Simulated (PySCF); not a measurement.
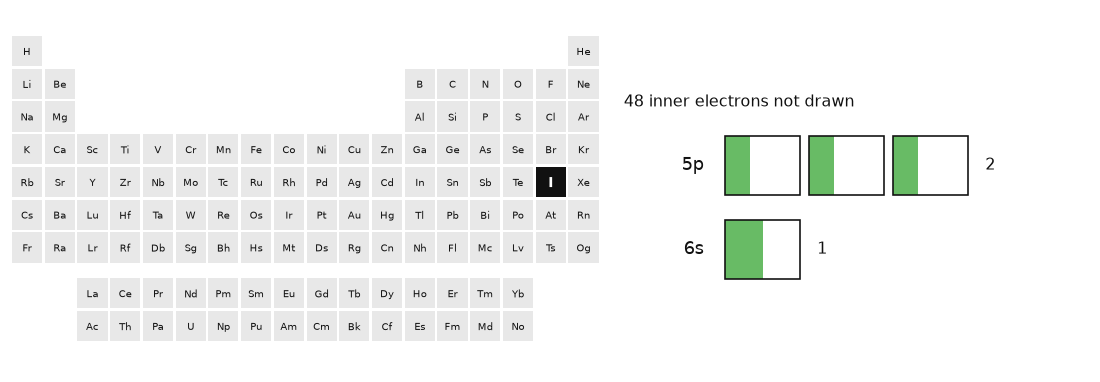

Fig. 1: Left, the place of iodine in the periodic table; right, the outer shells of the nominal configuration: a box for each of the 2l + 1 orbitals, shaded by the share of the shell that is filled, with the electron count at the right.

Atomic calculation for I²⁺

System: I²⁺, configuration 1s2 2s2 2p6 3s2 3p6 3d10 4s2 4p6 4d10 5s2 5p2 6s1, multiplicity 4.
Method: unrestricted HSE06, aug-cc-pwCVTZ-PP with ECP28, scalar-relativistic core potential (PySCF).

Input file:
```python
from pyscf import gto, scf, dft, mp, cc
mol = gto.M(atom="I 0 0 0", charge=2, spin=3, symmetry="D2h",
            basis="aug-cc-pwCVTZ-PP",
            ecp="aug-cc-pwCVTZ-PP")
mf = dft.UKS(mol, xc="HSE06")
mf.irrep_nelec = {'Ag': (5, 4), 'B1g': (1, 1), 'B2g': (1, 1), 'B3g': (1, 1), 'B1u': (2, 1), 'B2u': (2, 1), 'B3u': (1, 1)}
mf.kernel()
```

The script is an equivalent of what the driver set up; the driver started from orbitals of its own, so the log can be shorter than this script's would be, and it computed the properties (radii, ⟨L²⟩, response) afterwards. It held the occupations shell by shell, which the script's counts by irreducible representation don't always enforce.

Hardware: 1 CPU thread, shared host.

The program's output (extracts):
```
damping factor = 0
level_shift factor = 0
DIIS = <class 'pyscf.scf.diis.CDIIS'>
diis_start_cycle = 1
diis_space = 10
diis_damp = 0
SCF conv_tol = 1e-09
SCF conv_tol_grad = None
number electrons alpha = 13  beta = 10
XC functionals = HSE06
    J. Heyd, G. E. Scuseria, and M. Ernzerhof.,  J. Chem. Phys. 118, 8207 (2003)
    J. Heyd, G. E. Scuseria, and M. Ernzerhof.,  J. Chem. Phys. 124, 219906 (2006)
    A. V. Krukau, O. A. Vydrov, A. F. Izmaylov, and G. E. Scuseria.,  J. Chem. Phys. 125, 224106 (2006)
cycle= 1 E= -294.087139096274  delta_E= -0.025  |g|= 0.0454  |ddm|= 1.48
cycle= 2 E= -294.074510524386  delta_E= 0.0126  |g|= 0.0456  |ddm|= 2.01
cycle= 3 E= -294.068466619997  delta_E= 0.00604  |g|= 0.0217  |ddm|= 1.12
cycle= 4 E= -294.073490571469  delta_E= -0.00502  |g|= 0.0224  |ddm|= 0.605
cycle= 5 E= -294.081398858607  delta_E= -0.00791  |g|= 0.0295  |ddm|= 0.869
cycle= 6 E= -294.081248129815  delta_E= 0.000151  |g|= 0.0293  |ddm|= 0.0181
cycle= 7 E= -294.081345916328  delta_E= -9.78e-05  |g|= 0.032  |ddm|= 0.409
cycle= 8 E= -294.080866605454  delta_E= 0.000479  |g|= 0.0307  |ddm|= 0.0758
cycle= 9 E= -294.077374174377  delta_E= 0.00349  |g|= 0.0246  |ddm|= 0.659
cycle= 10 E= -294.077457623139  delta_E= -8.34e-05  |g|= 0.0247  |ddm|= 0.00832
[... 40 cycles left out ...]
SCF not converged.
SCF energy = -294.068099240006 after 50 cycles  <S^2> = 3.7517939  2S+1 = 4.0008968

damping factor = 0
level_shift factor = 0.3
DIIS = <class 'pyscf.scf.diis.CDIIS'>
diis_start_cycle = 1
diis_space = 10
diis_damp = 0
SCF conv_tol = 1e-09
SCF conv_tol_grad = None
number electrons alpha = 13  beta = 10
XC functionals = HSE06
    J. Heyd, G. E. Scuseria, and M. Ernzerhof.,  J. Chem. Phys. 118, 8207 (2003)
    J. Heyd, G. E. Scuseria, and M. Ernzerhof.,  J. Chem. Phys. 124, 219906 (2006)
    A. V. Krukau, O. A. Vydrov, A. F. Izmaylov, and G. E. Scuseria.,  J. Chem. Phys. 125, 224106 (2006)
[... 42 cycles left out ...]
cycle= 43 E= -294.068546166782  delta_E= 1.41e-05  |g|= 0.00646  |ddm|= 0.00487
cycle= 44 E= -294.068534055511  delta_E= 1.21e-05  |g|= 0.00635  |ddm|= 0.00401
cycle= 45 E= -294.068523688123  delta_E= 1.04e-05  |g|= 0.00624  |ddm|= 0.00368
cycle= 46 E= -294.068554132534  delta_E= -3.04e-05  |g|= 0.00583  |ddm|= 0.0131
cycle= 47 E= -294.068565243221  delta_E= -1.11e-05  |g|= 0.00602  |ddm|= 0.0073
cycle= 48 E= -294.068580363262  delta_E= -1.51e-05  |g|= 0.00607  |ddm|= 0.00799
cycle= 49 E= -294.068573231227  delta_E= 7.13e-06  |g|= 0.00633  |ddm|= 0.00594
cycle= 50 E= -294.068567172505  delta_E= 6.06e-06  |g|= 0.00634  |ddm|= 0.00362
cycle= 51 E= -294.068561552562  delta_E= 5.62e-06  |g|= 0.00631  |ddm|= 0.0037
cycle= 52 E= -294.068563503413  delta_E
```

What the run reported:

```
                                                quantity                   value
                                                 outcome           not converged
total energy (valence electrons, under a core potential)     −294.070228 hartree
                                                    ⟨S²⟩                   3.752
                                                    ⟨L²⟩                    2.11
                                          SCF iterations                     170
                                                CPU time  53 s (integrals apart)
```

Diagnosis:

The run did not meet its convergence test in 170 iterations, so its last values are not results. This is not the ground configuration of the species.
